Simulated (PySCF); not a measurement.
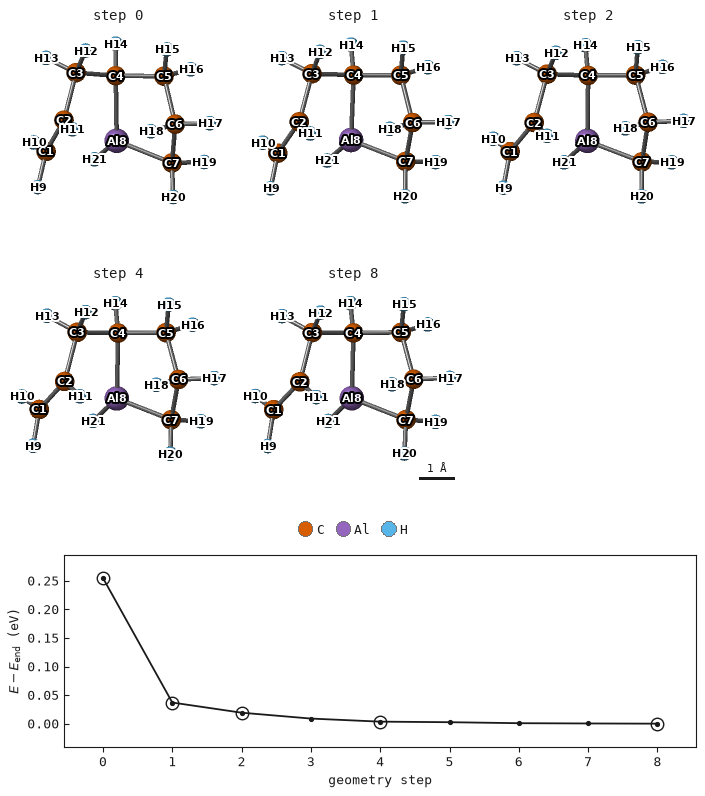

Frames of a relaxation of C7H13Al, marked on the history of the run. The picture is a ball-and-stick view, seen at a tilt.

The start comes from GFN2-xTB. Its atoms were then displaced at random by about 0.01 Å.

Method: PySCF, PBE0-D3(BJ)/def2-SVP geometry optimisation, gas phase. 

Question: What happens along the run?

Answer: The energy falls by 0.255 eV in 8 geometry steps. The atom that moves furthest after the best rigid fit is H11 (0.47 Å). Largest moves by element: H 0.47 Å, C 0.24 Å, Al 0.10 Å. Some distances before and after: C2–Al8 2.798 → 2.579 Å, C1–Al8 2.539 → 2.605 Å, C1–C2 1.305 → 1.348 Å, C3–C4 1.511 → 1.550 Å. Among the angles between lasting bonds that change: C3–C4–Al8 108.7° → 102.1°, C5–C4–H14 104.5° → 110.1°, Al8–C7–H19 111.4° → 106.8°. The run took 2.3 min on 1 thread of Arm Neoverse V2, with other jobs on the host. From step 0 to 1: H atoms move most (0.18 Å), energy −0.218 eV. From step 1 to 2: H10 moves most (0.18 Å), energy −0.018 eV. From step 2 to 4: H11 moves most (0.14 Å), energy −0.016 eV. From step 4 to 8: H11 moves most (0.05 Å), energy −0.004 eV.

```
step  E − E(0), eV
   0        0.0000
   1       -0.2178
   2       -0.2356
   3       -0.2458
   4       -0.2512
   5       -0.2522
   6       -0.2539
   7       -0.2544
   8       -0.2548
```
